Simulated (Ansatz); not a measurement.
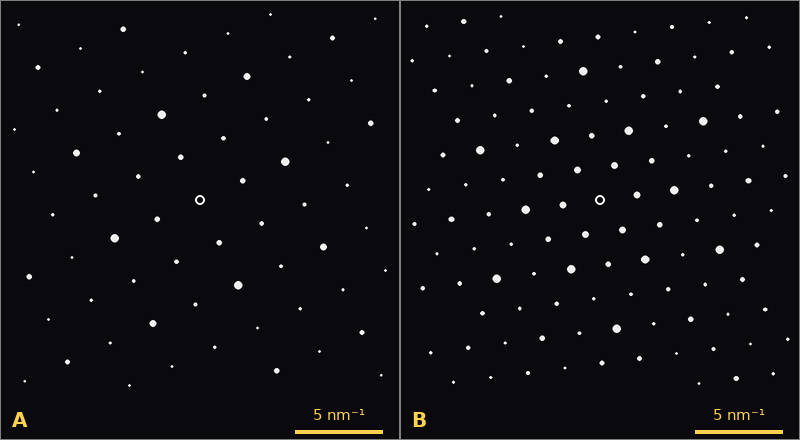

Kinematic electron diffraction patterns (300 kV, B = 0.5 Å², same scale, each along a low-index zone) of two structures of composition V3F, each relaxed at zero pressure with DFT PBE, scalar-relativistic, plane waves, PAW (Ansatz). The runs are not spin-polarised.

The structures (standard cells):
1. Pm-3m (No. 221), a = 3.717 Å, 4 atoms; generated start, possibly hypothetical
2. P6_3/mmc (No. 194), a = 5.363 Å, c = 4.297 Å (hexagonal axes), 8 atoms; generated start, possibly hypothetical

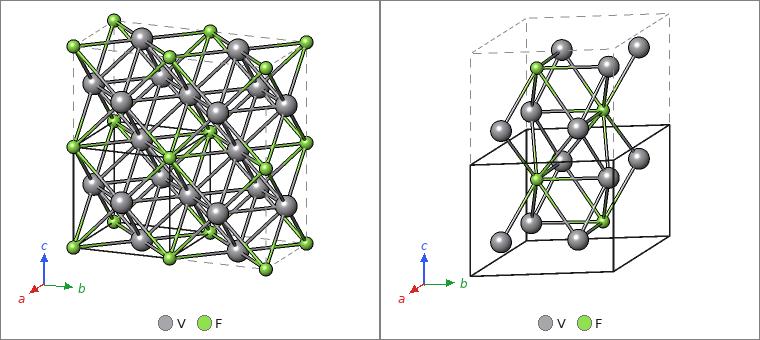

Drawings of the structures 1 to 2, from left to right (each may span several cells).

Which pattern belongs to which structure, and along which zone?

A is structure 1 along [001] or an equivalent direction: square net of 1 0 0 at d = 3.72 Å and 0 1 0 at d = 3.72 Å, 90.0° apart. B is structure 2 along [001]: hexagonal net of 1 -1 0 at d = 4.64 Å and 1 0 0 at d = 4.64 Å, 60.0° apart (some points of this net are extinct or too weak to see).

Which structure lies lowest at this level of theory, and by how much?

Structure 2 (P6_3/mmc, 13.38 Å³ an atom) is the lowest of these; structure 1 (Pm-3m, 12.84 Å³ an atom) lies about 54 meV an atom higher. These are static energies at 0 K; other structures, not shown, may lie lower still.
